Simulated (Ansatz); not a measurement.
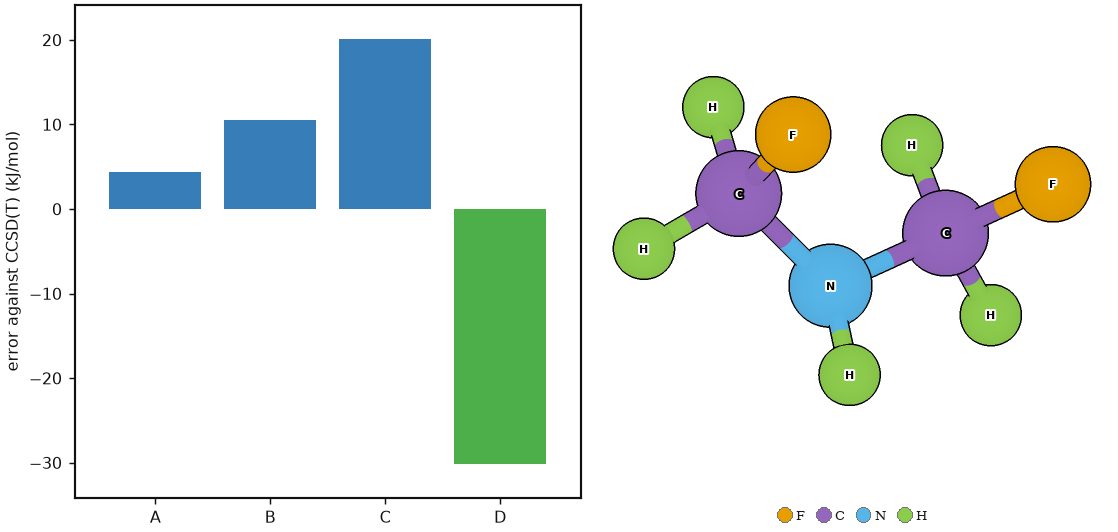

Error in the electronic atomisation energy (method less reference, so positive means overbinding) of C₂H₅F₂N, SMILES FCNCF: functionals in def2-TZVPP against frozen-core CCSD(T) at the limit (MP2 extrapolated from triple and quadruple zeta, plus CCSD(T) less MP2 in a smaller set), which gives 3763.5 kJ/mol, at a PBE0-D4/def2-TZVP geometry (no frequency check), no zero-point or spin-orbit term, the Ansatz code. The reference leaves out core correlation, a term that grows with the number of heavy atoms. B2PLYP holds a correlation term that converges slowly with the basis, so part of the distance to the limit is basis error. No dispersion term is added to B2PLYP.

Question: The letters stand for B2PLYP, B3LYP-D4, r2SCAN-D4 and ωB97X-V. Which is which?

Answer: A: r2SCAN-D4 (4.3 kJ/mol); B: B3LYP-D4 (10.5 kJ/mol); C: ωB97X-V (20.1 kJ/mol); D: B2PLYP (−30.1 kJ/mol).

Caveats, for all or some of the runs: one conformer of a flexible molecule.
